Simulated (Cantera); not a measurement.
Charge: 1 mol Pb, 0.022 mol O₂, 0.59 mol N₂, held at 0.750 bar.

These are equilibrium values from Cantera (NASA tables, ideal gas, pure condensed phases), not measurements of a reactor. Candidate condensed phases: Pb, PbO, PbO₂, Pb₃O₄; 12 gas species. Each liquid is taken as pure. Mutual solubility and eutectic melting of coexisting phases are not modelled. Gases not in the tables: (PbO)n polymers. Kinetics and transport are ignored.

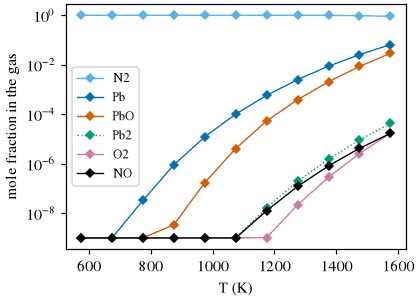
Figure: Equilibrium gas composition (values under 1e-9 drawn at 1e-9)

At 575 K the condensed part is Pb(s) + PbO(red). At 675 K the condensed part is Pb(l) + PbO(red). From 775 K to 1075 K the condensed part is Pb(l) + PbO(yellow). From 1175 K to 1575 K the condensed part is Pb(l) + PbO(l).
